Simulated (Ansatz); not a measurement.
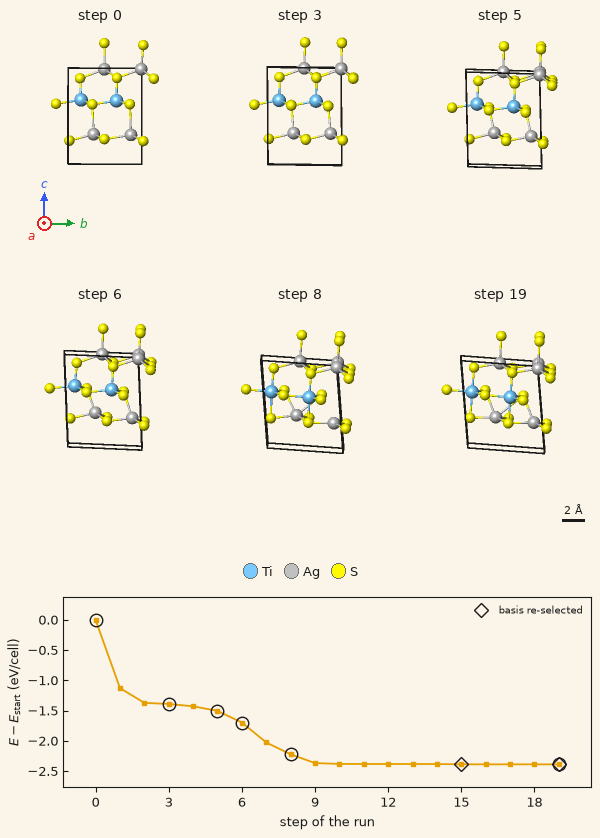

Frames of a relaxation of a crystal of TiAg2S3 (built on the MnCd2Te3-156 type type), marked on the history of the run. A ball-and-stick model of the cell of the calculation, reduced to other axes, seen along the a axis. Lengths and directions refer to the drawn axes.

Case: shaken.

The calculation used Ansatz, DFT, PBEsol, plane waves, PAW.

Input file:
```yaml
crystal:
  lattice:
    - [7.9898915683, 0.0242578572, -0.0532385466]
    - [-1.9869689269, 3.4677716135, 0.0323252009]
    - [-0.0605017929, 0.0499057556, 9.0248699046]
  atoms:
    - { symbol: Ti, position: [0.1772142913, 0.671058839, 0.6690281392] }
    - { symbol: Ag, position: [-0.0103336093, -0.0131244024, 0.9926333498] }
    - { symbol: Ag, position: [0.3460401637, 0.3188540183, 0.3116497821] }
    - { symbol: S, position: [0.0185160823, -0.0243955218, 0.2432191185] }
    - { symbol: S, position: [0.3292391747, 0.3432171186, 0.6233208902] }
    - { symbol: S, position: [0.162200257, 0.7150218723, 0.8939083242] }
    - { symbol: Ti, position: [0.6561961481, 0.6782880648, 0.661769704] }
    - { symbol: Ag, position: [0.4920145504, -0.0440848287, 0.9885524665] }
    - { symbol: Ag, position: [0.8520795478, 0.3189185313, 0.3069973025] }
    - { symbol: S, position: [0.4916784855, -0.0331108513, 0.2611627043] }
    - { symbol: S, position: [0.8370858607, 0.2685636598, 0.6266646624] }
    - { symbol: S, position: [0.6626553133, 0.6797920615, 0.9000774295] }
kpoints:
  mp_grid: { grid: [6, 6, 2] }
hamiltonian:
  xc: pbesol
scf:
  occupations: { method: fermi_dirac, width: 0.05 }
relax:
  f_tol: 0.01
  cell: {}
  max_steps: 120
output:
  write_density: true
  write_potential: true
  elf: true
  volumetric_format: npy
```

> What happens along the run?

The atom that moves furthest relative to the cell is S11 (0.98 Å roughly along [−3 −1 0]). By element the largest moves are S 0.98 Å, Ti 0.82 Å, Ag 0.72 Å. Cell: a 3.997 → 4.116 Å (+3.0 %), b 6.945 → 7.226 Å (+4.1 %), c 9.025 → 8.311 Å (−7.9 %), α 90.3° → 98.7°, β 90.9° → 104.6°, γ 90.4° → 90.6°. Volume −5.7 %. Among the contacts that change: Ti1–S4 4.371 → 2.471 Å, Ti7–S10 4.168 → 2.471 Å, Ag3–S11 4.897 → 3.325 Å, S5–Ag9 4.695 → 3.328 Å. New bonds form: Ti1–S4 (4.37 → 2.47 Å), Ti7–S10 (4.17 → 2.47 Å). Among the angles between lasting bonds that change: S5–Ti1–S6 108.8° → 89.7°, Ti1–S6–Ag2 120.5° → 103.9°, Ag2–S4–Ag3 109.8° → 94.6°. The space group stays P1 (No. 1). After 17 accepted moves (19 points after the start) the energy has fallen by 2.388 eV per cell of the calculation. Largest force component: 3.7 eV/Å at the start, 0.0055 eV/Å at the end. Pressure: 5.92 GPa at the start and 0.01 GPa at the end. At 2 points the geometry stayed and the basis and grid were re-selected for the new cell (energy shift of 4.6 meV per cell of the calculation at most each time). From step 0 to 3: S11 moves most (0.41 Å), volume +2.3 %, energy −1.390 eV per cell of the calculation. From step 3 to 5: Ag9 moves most (0.37 Å), volume −2.9 %, energy −0.115 eV per cell of the calculation. From step 5 to 6: Ag9 moves most (0.18 Å), volume −2.1 %, energy −0.192 eV per cell of the calculation. From step 6 to 8: Ti7 moves most (0.31 Å), volume −3.1 %, energy −0.526 eV per cell of the calculation. From step 8 to 19: Ag3 moves most (0.20 Å), energy −0.166 eV per cell of the calculation.

```json
{"step": "0", "E − E(0), meV/atom": "0.00", "largest force component, eV/Å": "3.7418", "pressure, GPa": "5.92", "volume, Å³/atom": "20.872", "note": ""}
{"step": "1", "E − E(0), meV/atom": "-93.95", "largest force component, eV/Å": "1.1246", "pressure, GPa": "0.88", "volume, Å³/atom": "21.374", "note": ""}
{"step": "2", "E − E(0), meV/atom": "-114.31", "largest force component, eV/Å": "0.1063", "pressure, GPa": "0.00", "volume, Å³/atom": "21.448", "note": ""}
{"step": "3", "E − E(0), meV/atom": "-115.80", "largest force component, eV/Å": "0.0777", "pressure, GPa": "0.06", "volume, Å³/atom": "21.357", "note": ""}
{"step": "4", "E − E(0), meV/atom": "-119.03", "largest force component, eV/Å": "0.1667", "pressure, GPa": "0.07", "volume, Å³/atom": "21.143", "note": ""}
{"step": "5", "E − E(0), meV/atom": "-125.36", "largest force component, eV/Å": "0.4338", "pressure, GPa": "0.22", "volume, Å³/atom": "20.738", "note": ""}
{"step": "6", "E − E(0), meV/atom": "-141.34", "largest force component, eV/Å": "1.0173", "pressure, GPa": "0.52", "volume, Å³/atom": "20.304", "note": ""}
{"step": "7", "E − E(0), meV/atom": "-168.87", "largest force component, eV/Å": "1.2026", "pressure, GPa": "1.13", "volume, Å³/atom": "19.847", "note": ""}
{"step": "8", "E − E(0), meV/atom": "-185.14", "largest force component, eV/Å": "0.9139", "pressure, GPa": "0.88", "volume, Å³/atom": "19.674", "note": ""}
{"step": "9", "E − E(0), meV/atom": "-197.22", "largest force component, eV/Å": "0.1866", "pressure, GPa": "-0.26", "volume, Å³/atom": "19.619", "note": ""}
{"step": "10", "E − E(0), meV/atom": "-198.36", "largest force component, eV/Å": "0.0389", "pressure, GPa": "-0.01", "volume, Å³/atom": "19.693", "note": ""}
{"step": "11", "E − E(0), meV/atom": "-198.46", "largest force component, eV/Å": "0.0185", "pressure, GPa": "0.03", "volume, Å³/atom": "19.679", "note": ""}
{"step": "12", "E − E(0), meV/atom": "-198.50", "largest force component, eV/Å": "0.0161", "pressure, GPa": "-0.02", "volume, Å³/atom": "19.683", "note": ""}
{"step": "13", "E − E(0), meV/atom": "-198.52", "largest force component, eV/Å": "0.0190", "pressure, GPa": "-0.05", "volume, Å³/atom": "19.674", "note": ""}
{"step": "14", "E − E(0), meV/atom": "-198.53", "largest force component, eV/Å": "0.0070", "pressure, GPa": "-0.01", "volume, Å³/atom": "19.667", "note": ""}
{"step": "15", "E − E(0), meV/atom": "-198.92", "largest force component, eV/Å": "0.0067", "pressure, GPa": "0.05", "volume, Å³/atom": "19.667", "note": "same geometry, new basis"}
{"step": "16", "E − E(0), meV/atom": "-198.95", "largest force component, eV/Å": "0.0060", "pressure, GPa": "-0.01", "volume, Å³/atom": "19.688", "note": ""}
{"step": "17", "E − E(0), meV/atom": "-198.96", "largest force component, eV/Å": "0.0084", "pressure, GPa": "-0.02", "volume, Å³/atom": "19.686", "note": ""}
{"step": "18", "E − E(0), meV/atom": "-198.97", "largest force component, eV/Å": "0.0055", "pressure, GPa": "0.01", "volume, Å³/atom": "19.678", "note": ""}
{"step": "19", "E − E(0), meV/atom": "-198.97", "largest force component, eV/Å": "0.0055", "pressure, GPa": "0.01", "volume, Å³/atom": "19.678", "note": "same geometry, new basis"}
```
